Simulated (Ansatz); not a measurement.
Single-point calculation of SiH4OF (charge −1)

- system: SiH4OF, charge −1
- method: RKS PBE0-D4/def2-TZVPPD (Ansatz 0.2.0)

The geometry is a complex of two molecules. The geometry comes from this level: PBE0-D4/def2-TZVP.

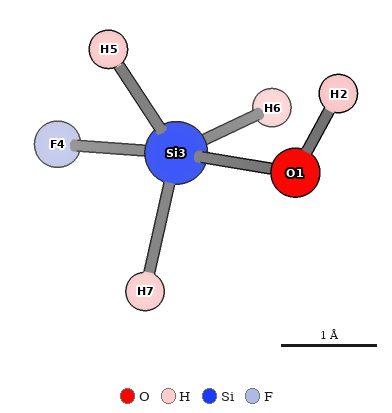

Fig. 1: The input geometry (ball-and-stick view, seen at a tilt; atoms are numbered from 1 in the order of the input). Bond lengths as drawn: F–Si 1.75 Å, H–O 0.96 Å, H–Si 1.51 to 1.52 Å and O–Si 1.79 Å.

Input file
```yaml
crystal:
  periodic: [false, false, false]
  atoms:
    - {symbol: O, position_ang: [0.401167, -0.717086, -1.256737]}
    - {symbol: H, position_ang: [-0.260886, -0.470475, -1.905669]}
    - {symbol: Si, position_ang: [0.042934, 0.076673, 0.311521]}
    - {symbol: F, position_ang: [-0.212105, 0.798991, 1.881855]}
    - {symbol: H, position_ang: [0.093574, 1.467815, -0.293238]}
    - {symbol: H, position_ang: [-1.334952, -0.552867, 0.403827]}
    - {symbol: H, position_ang: [1.270270, -0.603051, 0.858542]}
basis:
  gaussian: {orbitals: "def2-TZVPPD.json"}
total_charge: -1
hamiltonian: {xc: pbe0, dispersion: d4}
output: {orbitals: {seedname: orbitals}}
```

Command:
```bash
ansatz run in.yaml --threads 2 --pin off --events-out ev --progress --plain --max-ram 5222MiB
```

Output
```
Functional definition: PBE0
  name "PBE0"
  cite "Adamo & Barone, J. Chem. Phys. 110, 6158 (1999) doi:10.1063/1.478522"
  cite "Perdew, Burke & Ernzerhof, Phys. Rev. Lett. 77, 3865 (1996) doi:10.1103/PhysRevLett.77.3865"
  parent pbe
  parameter a = 0.25
  parameter kappa = 0.804
  parameter beta = 0.06672455060314922
  exchange = (1 - a)*pbe_x(kappa = kappa, mu = beta*pi^2/3) + a*exact_x
  correlation = pbe_c(beta = beta)
939 factors; their error is unknown
mean field evaluation 1: about -12702.6691 eV, gradient 2.6e1 eV
mean field evaluation 2: about -12700.6179 eV, gradient 4.5e1 eV
mean field evaluation 4: about -12703.8872 eV, gradient 1.5e0 eV
mean field evaluation 8: about -12703.9183 eV, gradient 3.2e-2 eV
mean field -12703.91833371 eV, -466.8603877388 hartree, gradient 4.2e-5 eV, S^2 0.000000; 0 other end points of the search recorded, 0 dependent functions left out
reference -12703.91837333 eV, -466.8603891949 hartree; 18, 18 occupied and 178, 178 virtual orbitals, 939 factors
Total energy: -12704.00940127 eV, -466.8637344097 hartree
```

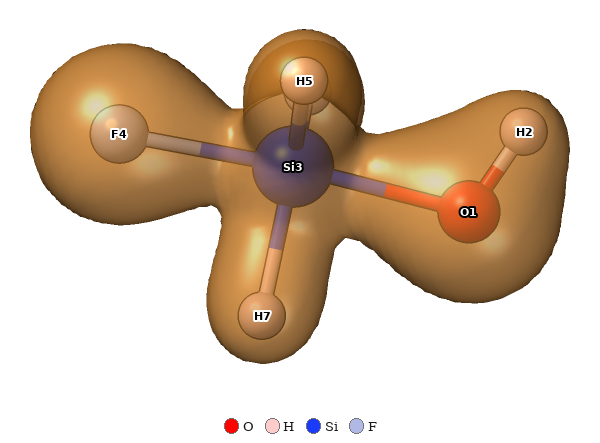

Fig. 2: Isosurface of the total electron density at 0.4 e/Å³ (orange), seen face on. At this value the surface is in one piece. On the grid the lowest density along these lines, outside the cores, is 0.66 e/Å³ (Si–F, 1.75 Å), 0.68 e/Å³ (Si–O, 1.79 Å), 2.5 e/Å³ (O–H, 0.96 Å) and 0.77 e/Å³ (Si–H, 1.51 Å).

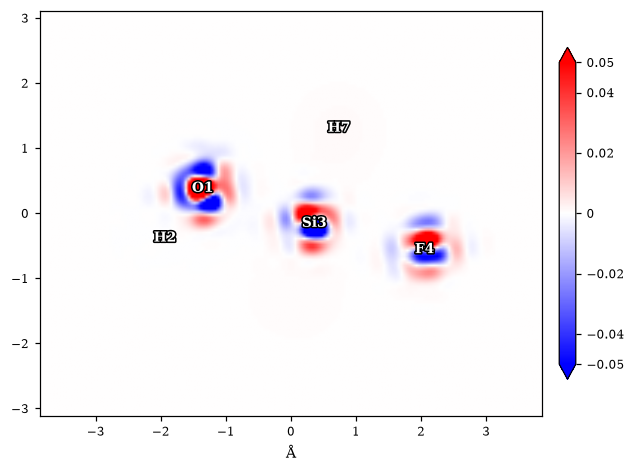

Fig. 3: The HOMO on the plane of atoms H2, O1 and Si3 (values in Å⁻³ᐟ²; the overall sign is arbitrary). It lies mainly on O1 (45 %), Si3 (15 %), H6 (15 %), H5 (15 %) and F4 (10 %). Its energy is −2.09 eV.

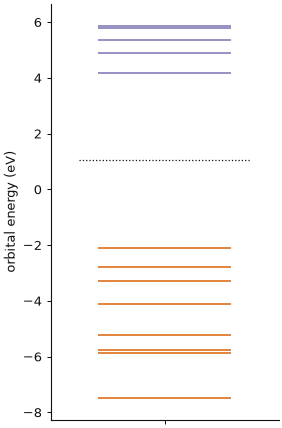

Fig. 4: Orbital energies near the frontier; the dotted line parts filled from empty levels, and levels within 0.02 eV of each other stand side by side. Highest filled −2.09 eV, lowest empty 4.19 eV, 6.28 eV apart.

Key numbers

| quantity | value |
| --- | --- |
| outcome | converged |
| total energy | −12704.0094 eV |
| mean-field energy | −12703.9184 eV |
| dispersion energy | −0.0910 eV |
| SCF solution under orbital rotations | stable |
| HOMO | −2.09 eV |
| LUMO | 4.19 eV |
| hardware | 2 threads of Arm Neoverse V1, 23 GiB of memory available, shared host |
| wall time | 2.5 s (CPU time 4.7 s) |
| peak memory | 0.37 GiB |
